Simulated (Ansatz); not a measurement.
AlClH₅O₂Si (doublet)

The calculation's input:

```
crystal:
  periodic: [false, false, false]
  atoms:
    - {symbol: Al, position_ang: [-0.993352, 0.700204, 0.966325]}
    - {symbol: O, position_ang: [0.136820, 0.274190, -0.255614]}
    - {symbol: Si, position_ang: [0.611328, 0.201662, -1.809039]}
    - {symbol: Cl, position_ang: [-2.931630, -0.170777, 0.808948]}
    - {symbol: H, position_ang: [0.785499, -0.759589, 1.816635]}
    - {symbol: O, position_ang: [-0.054395, -0.529280, 2.238834]}
    - {symbol: H, position_ang: [2.049619, -0.181908, -1.860384]}
    - {symbol: H, position_ang: [0.452913, 1.519374, -2.483318]}
    - {symbol: H, position_ang: [-0.171864, -0.812747, -2.564840]}
    - {symbol: H, position_ang: [0.115162, -0.241028, 3.142453]}
basis:
  gaussian: {orbitals: def2-TZVPP}
magnetization: {spin_polarized: true, initial_magnetization: 1}
hamiltonian: {xc: pbe0, dispersion: d4}
output: {orbitals: {seedname: orbitals}}
```

Launched as:

```sh
ansatz run in.yaml --threads 4 --pin off --events-out ev --progress --plain --max-ram 66560MiB --backend cpu
```

The reactant side of a reaction path; geometry: PBE0-D4/def2-TZVP; a saddle point, not a minimum.

Level of theory: UKS PBE0-D4/def2-TZVPP in Ansatz 0.2.0.

Q: What can the converged electron density, electron localisation function and spin density tell about the bonding?

A: Al–O (1.72 Å): the density is about 0.84 e/Å³ at the midpoint; the ELF peaks at about 0.85 in the valence shell of O, 0.6 Å from its nucleus, and is about 0.45 at the midpoint.
Al–Cl (2.13 Å): ρ at the midpoint is about 0.69 e/Å³; the ELF peaks at about 0.85 in the valence shell of Cl, 0.9 Å from its nucleus, and is about 0.80 at the midpoint.
The unpaired spin (1 electron) lies mostly on Al1 (about 0.8) and Cl4 (about 0.1), in electrons by Hirshfeld's partition.

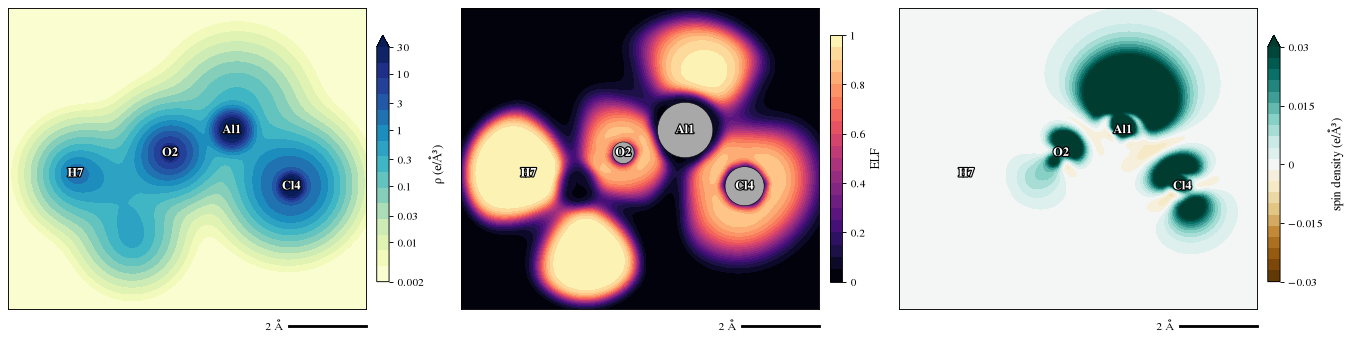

Computed electron density, electron localisation function and spin density on the plane of atoms O2, Al1 and Cl4, in this order. Grey discs cover the atomic cores in the ELF map. 
